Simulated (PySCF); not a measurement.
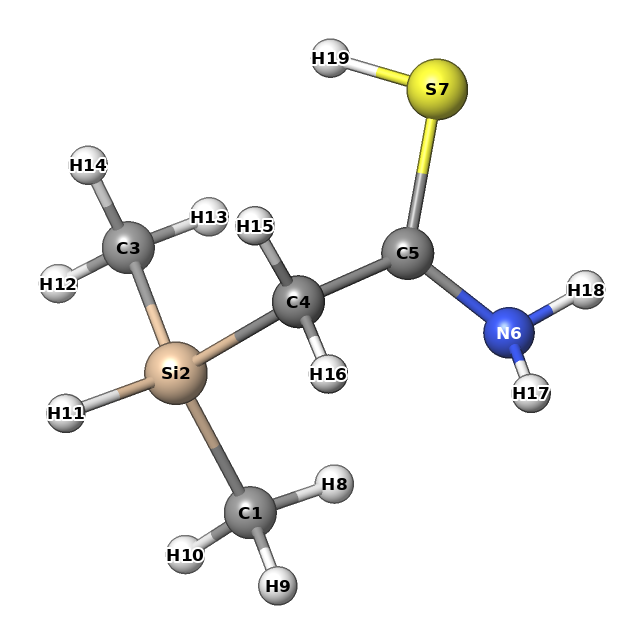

Charge 0, doublet. The geometry was computed by an optimisation with GFN2-xTB. No frequency run is at hand to confirm it as a minimum. Computed with UKS B3LYP, pcH-1 on C H N S Si, non-relativistic (PySCF 2.14.0). Fermi-contact and spin-dipolar terms alone, no spin-orbit part.

> Which nucleus has the largest dipolar (anisotropic) hyperfine coupling?

13C at C5: principal values −67.3, −67.0, 134.3 MHz.

List the isotropic and dipolar parts for the most strongly coupled nuclei, one of each equivalent set.

```
atom  isotope  a_iso (MHz)   dipolar part (MHz)
  C5      13C        165.0  −67.3, −67.0, 134.3
  S7      33S         −4.8    −12.8, −9.4, 22.2
  N6      14N         26.1     −8.7, −7.7, 16.4
 H18       1H        −10.4     −8.7, −5.6, 14.3
 H17       1H         64.1     −9.0, −5.2, 14.2
 Si2     29Si        −75.5      −10.4, 4.9, 5.4
 H15       1H         13.6      −3.7, −3.3, 7.0
 H19       1H         55.5      −4.4, −2.6, 7.0
```

The geometry is semi-empirical. Around Si such bond lengths and angles can be off by a tenth of an ångström or more and by several degrees, and values that hang on the shape move with them.
